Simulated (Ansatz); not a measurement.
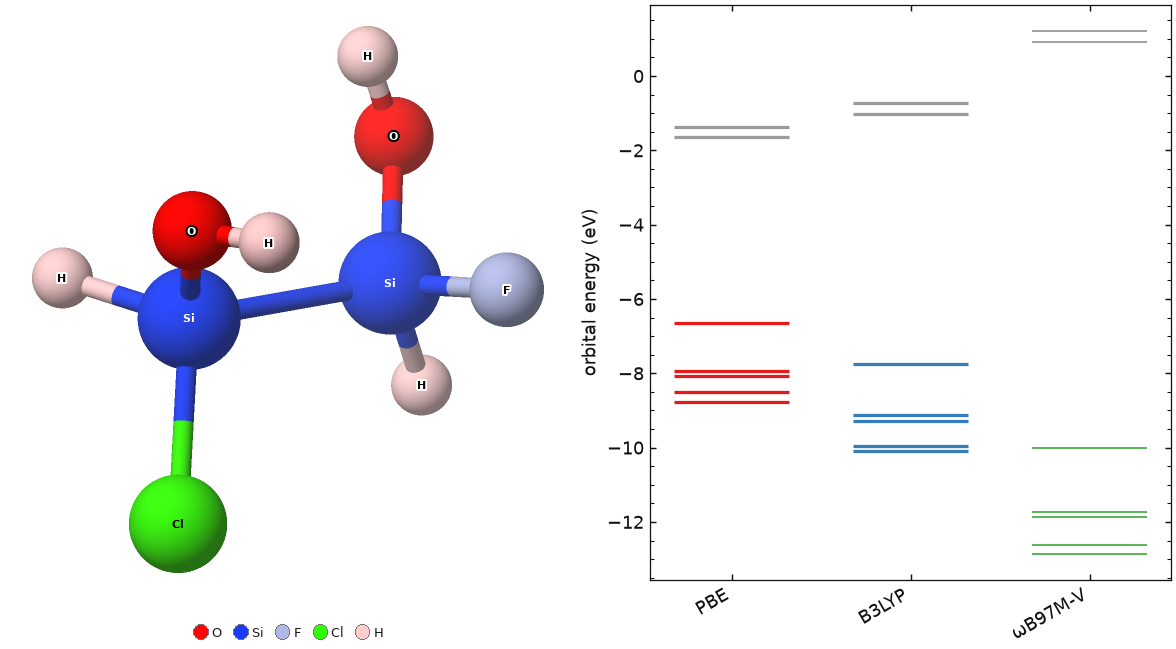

Frontier orbital energies of Si₂H₄O₂ClF, SMILES O[Si@@H](F)[Si@H](O)Cl at one geometry, def2-TZVPP, the Ansatz code 0.2.0, at a PBE0-D4/def2-TZVP geometry (no frequency check). Empty levels are grey, levels within 0.1 eV stand side by side; all columns show the same few orbitals around the gap.

How do the frontier levels move from column to column?

Answer. The separation grows from 4.99 eV (PBE) to 10.91 eV (ωB97M-V).

| level | HOMO (eV) | LUMO (eV) | separation (eV) |
| --- | --- | --- | --- |
| PBE | −6.64 | −1.65 | 4.99 |
| B3LYP | −7.75 | −1.02 | 6.73 |
| ωB97M-V | −10.00 | 0.91 | 10.91 |

Caveats, for all or some of the runs: empty levels above zero depend strongly on the basis; one conformer of a flexible molecule.
